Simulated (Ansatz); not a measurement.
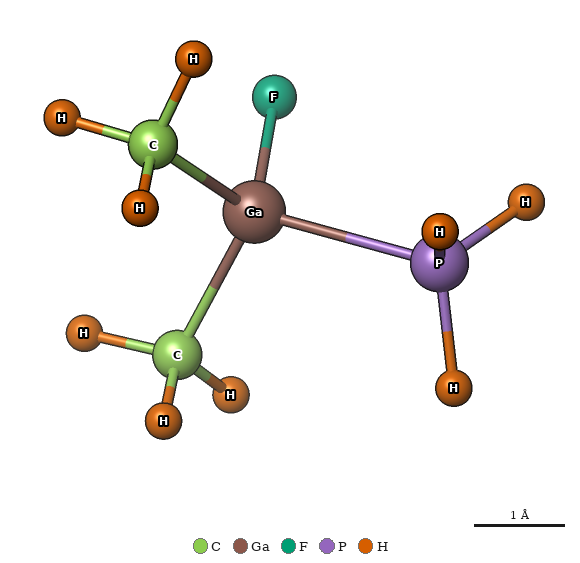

This is the input geometry for a relaxation of C$_{2}$H$_{9}$FGaP (coarse preliminary run). Style: ball-and-stick. Shown from a free direction.

The start comes from a force field.

Theory: Ansatz, RKS PBE-D4/def2-SVP.

The input:
```yaml
crystal:
  periodic: [false, false, false]
  atoms:
    - {symbol: C, position_ang: [-1.550400, 1.023400, -0.235100]}
    - {symbol: Ga, position_ang: [0.290600, 0.432400, -0.201000]}
    - {symbol: C, position_ang: [0.847500, 0.241100, 1.684700]}
    - {symbol: F, position_ang: [1.419100, 1.631900, -1.037500]}
    - {symbol: P, position_ang: [0.443300, -1.600700, -1.269300]}
    - {symbol: H, position_ang: [-1.672800, 2.065300, 0.263900]}
    - {symbol: H, position_ang: [-1.899500, 1.176000, -1.297500]}
    - {symbol: H, position_ang: [-2.207300, 0.347400, 0.263400]}
    - {symbol: H, position_ang: [1.934800, -0.098400, 1.767600]}
    - {symbol: H, position_ang: [0.229300, -0.495000, 2.234200]}
    - {symbol: H, position_ang: [0.796100, 1.221200, 2.231700]}
    - {symbol: H, position_ang: [0.935900, -2.547700, -0.323900]}
    - {symbol: H, position_ang: [1.279600, -1.467200, -2.355600]}
    - {symbol: H, position_ang: [-0.859300, -1.959000, -1.696700]}
basis:
  gaussian: {orbitals: def2-SVP}
hamiltonian: {xc: pbe, dispersion: d4}
relax: {f_tol: 0.03, max_steps: 200}
```

Run as
```bash
ansatz run in.yaml --threads 4 --pin off --events-out ev --progress --plain --max-ram 11315MiB
```

Where does the relaxation end?

The energy falls by 1.000 eV in 6 geometry steps. The largest force component goes from 2.5 to 0.02 eV/Å. Ga2 moves most after the best rigid fit: 0.47 Å. By element the largest moves are Ga 0.47 Å, H 0.37 Å, C 0.25 Å, F 0.16 Å, P 0.12 Å. Some distances before and after: Ga2–P5 2.302 → 2.695 Å, C1–H6 1.162 → 1.109 Å, P5–H13 1.377 → 1.429 Å, C1–Ga2 1.934 → 1.979 Å. Bond angles that change, for instance: C1–Ga2–C3 108.3° → 130.8°, F4–Ga2–P5 108.8° → 90.0°, Ga2–P5–H12 107.6° → 124.3°. The run took 14 s on 4 threads of Intel Xeon Platinum 8259CL @ 2.50GHz, on a shared host.

The structure at the end:

```xyz
14

C    -1.7104    1.1958   -0.3238
Ga    0.1675    0.7549    0.1191
C     1.0081    0.2647    1.8426
F     1.3446    1.4909   -1.0404
P     0.3783   -1.6047   -1.1661
H    -1.9720    2.1851    0.1044
H    -1.8452    1.2540   -1.4217
H    -2.4188    0.4486    0.0873
H     2.0504   -0.0738    1.6809
H     0.4460   -0.5359    2.3647
H     1.0367    1.1513    2.5086
H     0.9590   -2.7848   -0.5969
H     1.2479   -1.5120   -2.2961
H    -0.7052   -2.2636   -1.8338
```

After the run, drawn alike:

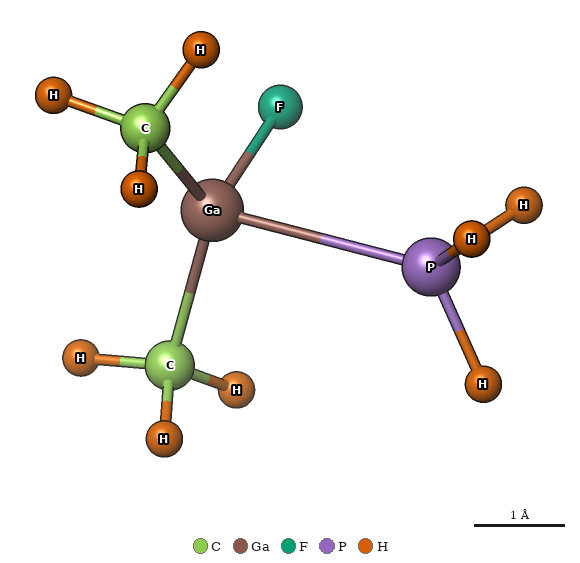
